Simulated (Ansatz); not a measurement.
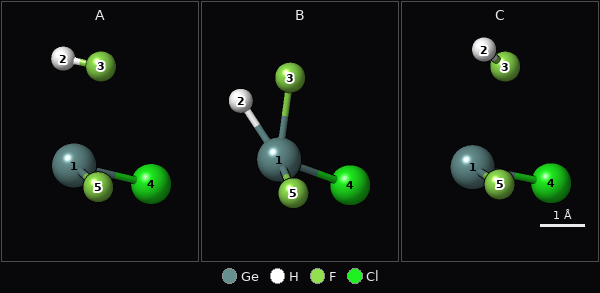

3 geometries from a converged minimum-energy path of GeHClF2, shuffled. Style: ball-and-stick. Shown from a free direction.

Level of theory: RKS B3LYP-D4/def2-SVP (Ansatz 0.2.0). Set-up: 9 movable images; climbing image; force threshold 0.05 eV/Å; iteration limit 44; starting path through a guess of the saddle point.

Question: Which of them lies highest in energy?

Answer: B. In order along the path, whose images run from 0 to 10: B (image 3, +228.6 kJ/mol), A (image 5, +85.0 kJ/mol), C (image 7, +74.2 kJ/mol). Breaking: Ge1–F3 (1.73 → 1.96 at the top → 2.42 Å), Ge1–H2 (1.52 → 1.63 at the top → 2.37 Å). Forming: H2–F3 (2.67 → 1.36 at the top → 0.95 Å).
